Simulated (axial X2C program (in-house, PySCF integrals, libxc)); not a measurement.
## Relativistic diatomic calculation for OsS

OsS, single determinant with Ω = 3 (not the lowest found). The distance is the PBE0 minimum at charge 0. Computed at this level: expectation values, HF and Kohn-Sham, two-component X2C with atomic mean-field Coulomb and Gaunt terms, Os dyall-cv3z, S dyall-av3z (cores contracted) (axial X2C program (in-house, PySCF integrals, libxc)).

## Input
```
{"zs": [76, 16], "q": 0, "bas": ["dyall-cv3z", "dyall-av3z"], "r0": 2.1, "levels": ["PBE0", "HF", "BP86", "BHandHLYP", "TPSSh"], "nst": 3}
```

The line is the task of a batch: nuclear charges, charge, bases, the levels to run, a first guess of the distance and further settings. This report covers the levels named above. The log is that of the reference distance.

Hardware: 1 thread of Arm Neoverse N1, 98 GiB of memory available, shared host.

Launched within a batch (the task file carries these settings):
```bash
python <driver script> task.json out
```

## The program's output
```
two-component X2C + atomic mean field  PBE0
basis functions 240  fitting functions 1198  grid points 5079
iter        total energy     max residual
   1     -17645.630835391     7.10e+01
   2     -17648.153802568     6.76e+01
   3     -17649.990752354     6.61e+01
   4     -17652.388430069     4.39e+01
   5     -17653.653683183     7.05e+00
   6     -17654.181911347     9.49e+00
   7     -17654.287739614     7.21e+00
   8     -17654.289987878     8.96e+00
   9     -17654.411551064     3.28e+00
  10     -17654.451629836     2.80e+00
  11     -17654.494058853     1.86e+00
  12     -17654.523311347     3.23e+00
  13     -17654.537905850     1.05e+00
  14     -17654.544282523     8.13e-01
  15     -17654.550195029     3.20e-01
  16     -17654.554411964     3.81e-01
  17     -17654.556336650     3.12e-01
  18     -17654.557915448     2.10e-01
  19     -17654.558859048     1.17e-01
  20     -17654.559325382     1.15e-01
  21     -17654.559672633     1.03e-01
  22     -17654.559928068     4.92e-02
  23     -17654.560082868     4.94e-02
  24     -17654.560214742     5.68e-02
  25     -17654.560309360     5.02e-02
  26     -17654.560375779     3.57e-02
  27     -17654.560427301     1.79e-02
  28     -17654.560466881     2.86e-02
  29     -17654.560494982     1.72e-02
  30     -17654.560523648     3.21e-02
  31     -17654.560557502     3.68e-02
  32     -17654.560599355     2.06e-02
  33     -17654.560646286     1.42e-02
  34     -17654.560683375     2.10e-02
  35     -17654.560704296     2.44e-02
  36     -17654.560715597     8.62e-03
  37     -17654.560722854     1.36e-02
  38     -17654.560727325     9.31e-03
  39     -17654.560729635     7.09e-03
  40     -17654.560731337     5.83e-03
  41     -17654.560732275     7.30e-03
  42     -17654.560732876     5.62e-03
  43     -17654.560733206     3.68e-03
  44     -17654.560733427     1.22e-03
  45     -17654.560733523     1.24e-03
  46     -17654.560733585     7.24e-04
  47     -17654.560733612     4.15e-04
  48     -17654.560733624     4.04e-04
  49     -17654.560733630     3.74e-04
  50     -17654.560733633     3.13e-04
  51     -17654.560733634     1.91e-04
  52     -17654.560733635     8.68e-05
  53     -17654.560733635     4.07e-05
  54     -17654.560733636     4.92e-05
  55     -17654.560733636     3.91e-05
  56     -17654.560733636     2.33e-05
  57     -17654.560733636     8.53e-06
converged
one-electron -24825.30870866  Coulomb 7243.13075880  exact exchange -91.06888180  xc functional -279.13569927  nuclear repulsion 313.28115311  atomic mean-field constant -15.45935581
```

## Expectation values by level of theory

| quantity | PBE0 | HF | BP86 | BHandHLYP | TPSSh |
| --- | --- | --- | --- | --- | --- |
| effective field for an electron dipole moment (GV/cm) | −37.3 | −78.0 | −17.4 | −51.4 | −20.6 |
| field gradient at the first nucleus (a.u.) | 2.79 | −11.1 | 3.67 | 1.93 | 3.10 |
| field gradient at the second nucleus (a.u.) | −0.112 | −0.943 | −0.156 | 0.0151 | −0.193 |
| A∥/gI, first nucleus (MHz) | 1290 | 1950 | 910 | 1620 | 935 |
| A∥/gI, second nucleus (MHz) | 53.5 | −18.9 | 69.9 | 32.3 | 62.4 |

Each column comes from one determinant with 2 or more unpaired spinors, which can mix states, in a basis with contracted cores. The levels disagree widely: the effective field runs from −78.0 to −17.4 GV/cm, A∥/gI at the first nucleus runs from 910 to 1950 MHz, A∥/gI at the second nucleus runs from −18.9 to 69.9 MHz, the field gradient at the first nucleus runs from −11.1 to 3.67 a.u. and the field gradient at the second nucleus runs from −0.943 to 0.0151 a.u. They may not all have settled in the same state, and these values aren't reliable properties of the molecule.

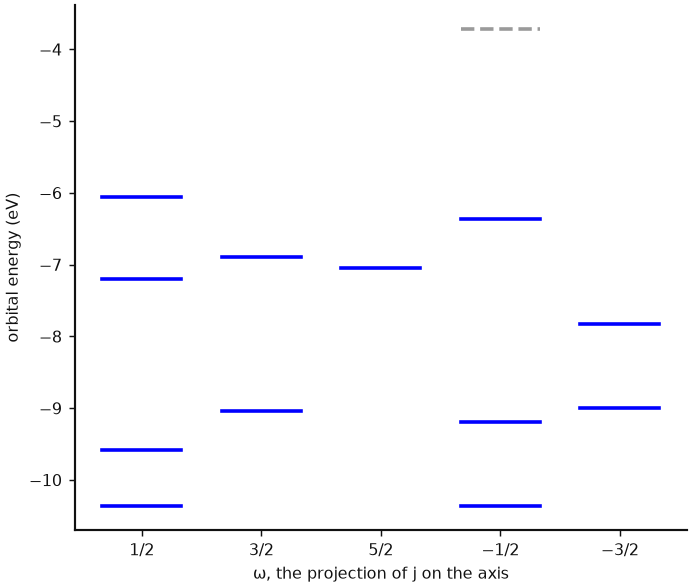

Orbital energies (PBE0) near the frontier at 2.05 Å, filled (solid) and empty (dashed). The highest filled spinor (1/2; 43 % Os d, 33 % S p) lies at −6.06 eV, the lowest empty one (−1/2; 37 % Os d, 23 % S p) at −3.72 eV.

## Key numbers

- outcome: converged; the levels of theory disagree widely
- wall time: 27 s
- peak memory: 0.47 GiB
